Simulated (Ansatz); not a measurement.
# C2HClFIn (SMILES C#[C][In]([F])[Cl]): levels of theory compared

Wanted: a comparison of 5 runs (B3LYP/def2-SVP, HSE06/def2-SVP, r2SCAN0/def2-SVP, RPA@PBE/def2-SVP, BCCD(T)/def2-SVP) of C2HClFIn. 

The calculation is run with Ansatz 0.2.0.

117 further runs of the same task are left out: 1 that didn't finish, 116 set aside as unsound or not needed.

### Step 1. Starting point

The species is C2HClFIn (6 atoms), meant as a singlet with charge 0. As SMILES, `C#[C][In]([F])[Cl]`. The In3–Cl5 distance was set to 2.981 Å, away from the relaxed value.

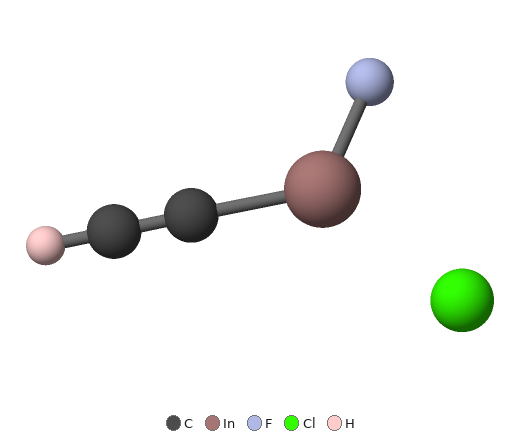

Viewed from a chosen angle; carbon dark grey, indium brown, fluorine light blue, chlorine green, hydrogen pink.

### Step 2. A single-point energy at B3LYP/def2-SVP (core potential) (run 1)

Input file run.yaml:

```yaml
crystal:
  periodic: [false, false, false]
  atoms:
    - {symbol: C, position_ang: [1.119318, -0.045235, 2.269623]}
    - {symbol: C, position_ang: [0.469918, -0.265435, 1.277523]}
    - {symbol: In, position_ang: [-0.624782, -0.621235, -0.415877]}
    - {symbol: F, position_ang: [-1.742582, -2.192135, -0.554877]}
    - {symbol: Cl, position_ang: [-0.759200, 1.049500, -2.880900]}
    - {symbol: H, position_ang: [1.692518, 0.146865, 3.148723]}
basis:
  gaussian:
    orbitals: def2-SVP
magnetization:
  spin_polarized: false
hamiltonian:
  xc: {name: B3LYP}
accuracy: high
output: {orbitals: {seedname: orbitals}}
```

Run with:

```
$ ansatz run run.yaml --threads 1 --pin off --max-ram 3480MiB --events-out events.jsonl --progress --plain --runs-dir runs
```

The log of the run:

```text
Warning: RAYON_NUM_THREADS=1 ignored (pool sized by the plan → 1); use --threads N
Functional definition: B3LYP
  name "B3LYP"
  parameter a0 = 0.2
  parameter ax = 0.72
  parameter ac = 0.81
  exchange = (1 - a0 - ax)*slater_x + ax*b88_x + a0*exact_x
  correlation = (1 - ac)*vwn_rpa_c + ac*lyp_c
1913 factors; integrals over basis functions are off by at most 1.5e-8 eV
mean field evaluation 1: about -22487.9781 eV, gradient 5.8e1 eV
mean field evaluation 2: about -22465.0613 eV, gradient 1.2e2 eV
mean field evaluation 4: about -22496.1841 eV, gradient 1.1e1 eV
mean field evaluation 8: about -22496.5440 eV, gradient 1.2e0 eV
mean field evaluation 16: about -22496.5481 eV, gradient 1.2e-4 eV
mean field -22496.54806341 eV, -826.7328926222 hartree, gradient 9.6e-8 eV, S^2 0.000000; 0 other end points of the search recorded, 0 dependent functions left out
reference -22496.54810586 eV, -826.7328941824 hartree; 30, 30 occupied and 61, 61 virtual orbitals, 1913 factors
Total energy: -22496.54810586 eV, -826.7328941824 hartree
```

Wall time 8.7 s (1 thread of Arm Neoverse V2, shared host); peak memory 0.32 GiB.

### Step 3. The energy at HSE06/def2-SVP (core potential) (run 2)

Changes to run.yaml since step 2:

```diff
@@ -10,9 +10,6 @@
 basis:
-  gaussian:
-    orbitals: def2-SVP
-magnetization:
-  spin_polarized: false
-hamiltonian:
-  xc: {name: B3LYP}
+  gaussian: {orbitals: def2-SVP}
+output: {orbitals: {seedname: orbitals}}
+hamiltonian: {xc: hse06}
 accuracy: high
-output: {orbitals: {seedname: orbitals}}
+total_charge: 0
```

Run with:

```
$ ansatz run run.yaml --threads 1 --pin off --max-ram 3480MiB --events-out events.jsonl --progress --plain --runs-dir runs
```

The log of the run:

```text
Warning: RAYON_NUM_THREADS=1 ignored (pool sized by the plan → 1); use --threads N
Functional definition: HSE06
  name "HSE06"
  parameter a = 0.25
  parameter omega = 0.11/bohr
  exchange = pbe_x - a*pbe_x_sr(omega) + a*exact_x_sr(omega)
  correlation = pbe_c
1913 factors; integrals over basis functions are off by at most 1.5e-8 eV
107 factors; integrals over basis functions are off by at most 1.1e-9 eV
mean field evaluation 1: about -22476.5638 eV, gradient 5.6e1 eV
mean field evaluation 2: about -22456.1446 eV, gradient 1.1e2 eV
mean field evaluation 4: about -22484.0820 eV, gradient 1.1e1 eV
mean field evaluation 8: about -22484.5084 eV, gradient 1.2e0 eV
mean field evaluation 16: about -22484.5125 eV, gradient 1.2e-4 eV
mean field -22484.51247347 eV, -826.2905928500 hartree, gradient 2.4e-8 eV, S^2 0.000000; 0 other end points of the search recorded, 0 dependent functions left out
reference -22484.51247783 eV, -826.2905930103 hartree; 30, 30 occupied and 61, 61 virtual orbitals, 1913 factors
Total energy: -22484.51247783 eV, -826.2905930103 hartree
```

Run time: 8.7 s. Hardware: 1 thread of Arm Neoverse V2, shared host; peak memory 0.33 GiB.

Run 3 isn't shown in full; the table further down has it.

### Step 4. A single-point energy at RPA@PBE/def2-SVP (core potential) (run 4)

Input file run.yaml:

```yaml
crystal:
  periodic: [false, false, false]
  atoms:
    - symbol: C
      position_ang: [1.119318, -0.045235, 2.269623]
    - symbol: C
      position_ang: [0.469918, -0.265435, 1.277523]
    - symbol: In
      position_ang: [-0.624782, -0.621235, -0.415877]
    - symbol: F
      position_ang: [-1.742582, -2.192135, -0.554877]
    - symbol: Cl
      position_ang: [-0.759200, 1.049500, -2.880900]
    - symbol: H
      position_ang: [1.692518, 0.146865, 3.148723]
basis:
  gaussian:
    orbitals: def2-SVP
hamiltonian:
  xc: {name: PBE}
correlation:
  method: rpa
  frozen_orbitals: {C: 1, Cl: 5, F: 1, H: 0, In: 4}
accuracy: high
```

Run with:

```
$ ansatz run run.yaml --threads 1 --pin off --max-ram 3480MiB --events-out events.jsonl --progress --plain --runs-dir runs
```

The log of the run, shortened:

```text
Warning: RAYON_NUM_THREADS=1 ignored (pool sized by the plan → 1); use --threads N
Functional definition: PBE
  name "PBE"
[...]
1913 factors; integrals over basis functions are off by at most 1.5e-8 eV
[...]
mean field -22484.07488820 eV, -826.2745118882 hartree, gradient 4.0e-8 eV, S^2 0.000000; 1 other end points of the search recorded, 0 dependent functions left out
12 core orbitals not correlated: weight in the atoms' cores, before any rotation towards them, 1.000 or more for the frozen orbitals, at most 0.000 for the correlated occupied ones
reference -22424.07884589 eV, -824.0696980000 hartree; 18, 18 occupied and 61, 61 virtual orbitals, 1913 factors
Total energy: -22451.66045030 eV, -825.0833032667 hartree
```

Wall time 16 s (1 thread of Arm Neoverse V2, shared host); peak memory 0.4 GiB.

### Step 5. The energy at BCCD(T)/def2-SVP (core potential) (run 5)

Input file molecule.yaml:

```yaml
basis:
  gaussian: {orbitals: def2-SVP}
crystal:
  periodic: [false, false, false]
  atoms:
    - symbol: C
      position_ang: [1.119318, -0.045235, 2.269623]
    - symbol: C
      position_ang: [0.469918, -0.265435, 1.277523]
    - symbol: In
      position_ang: [-0.624782, -0.621235, -0.415877]
    - symbol: F
      position_ang: [-1.742582, -2.192135, -0.554877]
    - symbol: Cl
      position_ang: [-0.759200, 1.049500, -2.880900]
    - symbol: H
      position_ang: [1.692518, 0.146865, 3.148723]
correlation: {method: bccd_t, frozen_orbitals: {C: 1, Cl: 5, F: 1, H: 0, In: 4}}
accuracy: high
scf: {omitted_lower_state_checks: [cluster_reference, increment]}
```

Run with:

```
$ ansatz run molecule.yaml --threads 1 --pin off --max-ram 3480MiB --events-out events.jsonl --progress --plain --runs-dir runs
```

The log of the run:

```text
Warning: RAYON_NUM_THREADS=1 ignored (pool sized by the plan → 1); use --threads N
[... 12 lines left out ...]
12 core orbitals not correlated: weight in the atoms' cores, before any rotation towards them, 1.000 or more for the frozen orbitals, at most 0.000 for the correlated occupied ones
[... 29 lines left out ...]
Total energy: -22444.73624361 eV, -824.8288433639 hartree
Checks for a lower state left out: cluster_reference, increment
```

It took 43 s on 1 thread of Arm Neoverse V2, shared host; peak memory 0.74 GiB.

### Step 6. All runs side by side

| run | level | frozen core orbitals | energy (Eh) | HOMO energy (eV) | LUMO energy (eV) | HOMO–LUMO gap (eV) | wall time |
| --- | --- | --- | --- | --- | --- | --- | --- |
| 1 | B3LYP/def2-SVP (core potential) | – | -826.732894 | -7.46 | -3.93 | 3.53 | 8.7 s |
| 2 | HSE06/def2-SVP (core potential) | – | -826.290593 | -7.36 | -4.07 | 3.28 | 8.7 s |
| 3 | r2SCAN0/def2-SVP (core potential) | – | -826.537467 | -7.99 | -3.67 | 4.31 | 17 s |
| 4 | RPA@PBE/def2-SVP (core potential) | 12 | -825.083303 | – | – | – | 16 s |
| 5 | BCCD(T)/def2-SVP (core potential) | 12 | -824.828843 | – | – | – | 43 s |

### Step 7. Results

| quantity | value |
| --- | --- |
| run 5: total energy | -824.82884 Eh |
| run 5: correlation energy (12 core orbitals frozen) | -692.9 mEh |
| run 5: (T) correction | -24.75 mEh |

What this shows: Over runs 1, 2, 3 the HOMO–LUMO gap runs from 3.28 eV (HSE06/def2-SVP) to 4.31 eV (r2SCAN0/def2-SVP). Totals of different functionals can't be ranked against each other. All runs together took 93 s, the longest 43 s.
